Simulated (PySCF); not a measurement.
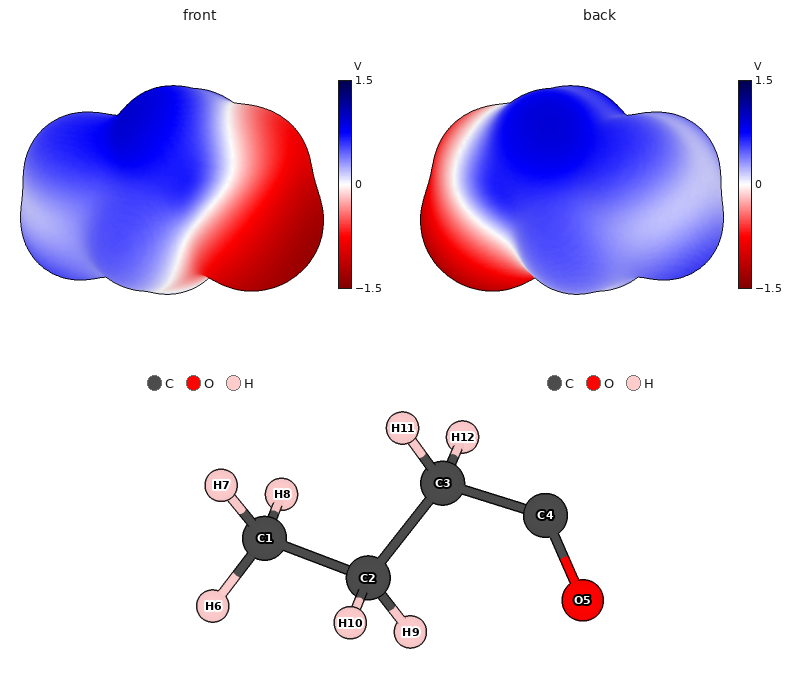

Figure 1: C4H7O (doublet). The molecular electrostatic potential painted on the density surface at 0.001 e/bohr³, seen from the front and from behind; the colour scale runs from red (negative) to blue (positive). The bare structure is drawn below in the same view.

Geometry: GFN2-xTB.

Computed with UKS B3LYP, pcH-1 on C H O, non-relativistic, mean-field spin-orbit, GIAO (PySCF 2.14.0, density-fitted response routines).

```yaml
atoms:
  - { symbol: C, position_ang: [-1.5490, -0.2464, 0.0544] }
  - { symbol: C, position_ang: [-0.0588, -0.5219, 0.2008] }
  - { symbol: C, position_ang: [0.7698, 0.7250, -0.1479] }
  - { symbol: C, position_ang: [2.2323, 0.5337, -0.0289] }
  - { symbol: O, position_ang: [2.9066, -0.3956, 0.2869] }
  - { symbol: H, position_ang: [-2.1228, -1.1361, 0.3028] }
  - { symbol: H, position_ang: [-1.8587, 0.5577, 0.7189] }
  - { symbol: H, position_ang: [-1.7876, 0.0409, -0.9676] }
  - { symbol: H, position_ang: [0.2359, -1.3406, -0.4585] }
  - { symbol: H, position_ang: [0.1668, -0.8217, 1.2258] }
  - { symbol: H, position_ang: [0.4989, 1.5592, 0.5053] }
  - { symbol: H, position_ang: [0.5678, 1.0451, -1.1738] }
```

**Which sites attract a positive test charge, and which a negative one?**

A positive charge is drawn to the negative regions and a negative charge to the positive ones. The most negative region (about −1.3 V) lies over O5, the most positive (about +0.9 V) over H11 and H12. O5 is the likeliest acceptor of a hydrogen bond.
